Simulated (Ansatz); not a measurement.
# CH7GeN: what the fields show

Input

```
crystal:
  periodic: [false, false, false]
  atoms:
    - {symbol: Ge, position_ang: [-0.668966, 0.113493, 0.691925]}
    - {symbol: N, position_ang: [1.299697, -0.127062, 0.297446]}
    - {symbol: C, position_ang: [-0.838901, 0.025303, -1.181301]}
    - {symbol: H, position_ang: [0.755052, -0.129097, -0.773102]}
    - {symbol: H, position_ang: [-0.678093, 1.433538, 1.487916]}
    - {symbol: H, position_ang: [-0.956416, -1.075513, 1.629857]}
    - {symbol: H, position_ang: [1.750261, -0.994724, 0.571159]}
    - {symbol: H, position_ang: [1.931086, 0.647883, 0.475199]}
    - {symbol: H, position_ang: [-1.397257, -0.836632, -1.548696]}
    - {symbol: H, position_ang: [-1.196464, 0.942812, -1.650404]}
basis:
  gaussian: {orbitals: def2-TZVPP}
hamiltonian: {xc: pbe0, dispersion: d4}
output: {orbitals: {seedname: orbitals}}
```

Launched as:

```sh
ansatz run in.yaml --threads 4 --pin off --events-out ev --progress --plain --max-ram 9574MiB
```

A transition-state structure; geometry: PBE0-D4/def2-TZVP.

Computed with RKS PBE0-D4/def2-TZVPP (Ansatz 0.2.0).

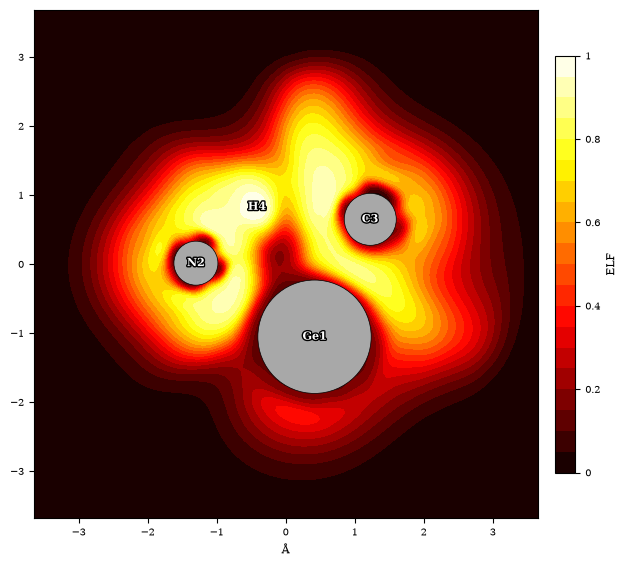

Figure 1. Electron localisation function on the plane of atoms Ge1, N2 and H4. Grey discs cover the atomic cores.

### What does the map show?

The plane passes through Ge, N, C and H nuclei.
C–Ge (1.88 Å): the ELF peaks at about 0.85 between the atoms; a covalent bond.
Ge–N (2.02 Å): the ELF peaks at about 0.90 in the valence shell of N, 0.7 Å from its nucleus, and is about 0.45 at the midpoint.

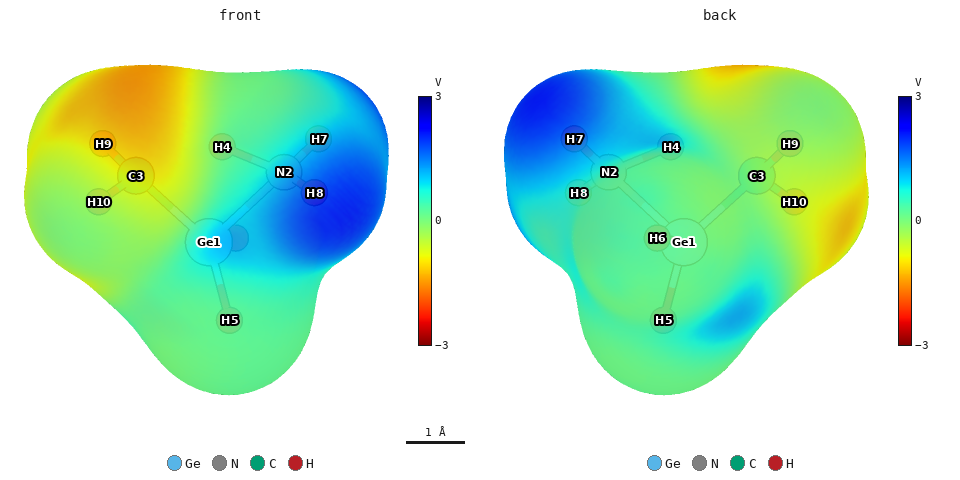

Figure 2. The molecular electrostatic potential painted on the density surface at 0.002 e/bohr³, seen from the front and from behind; red is negative and blue positive.

### Describe the electrostatic potential map.

The most negative region (about −1.5 V) lies over C3, the most positive (about +2.2 V) over H7 and H8.

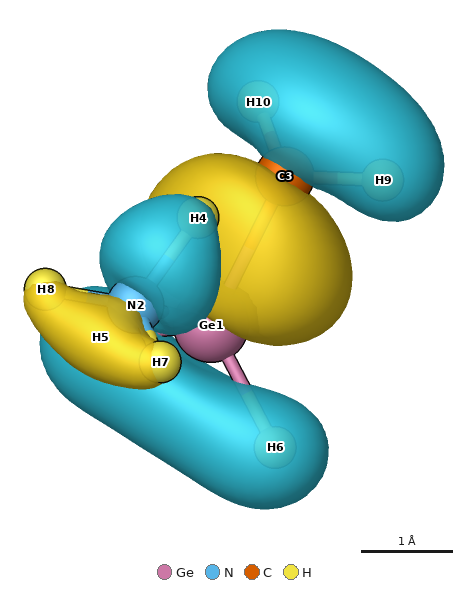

Figure 3. The HOMO−1 at ±0.1 Å⁻³ᐟ² (yellow and cyan are the two phases), seen at an oblique angle.

### Describe this orbital and give its energy.

Its weight (Hirshfeld) is mainly on C3 (about 40 %), Ge1 (about 30 %), N2 (about 5 %), H9 (about 5 %) and H10 (about 5 %). Its energy is −8.50 eV.
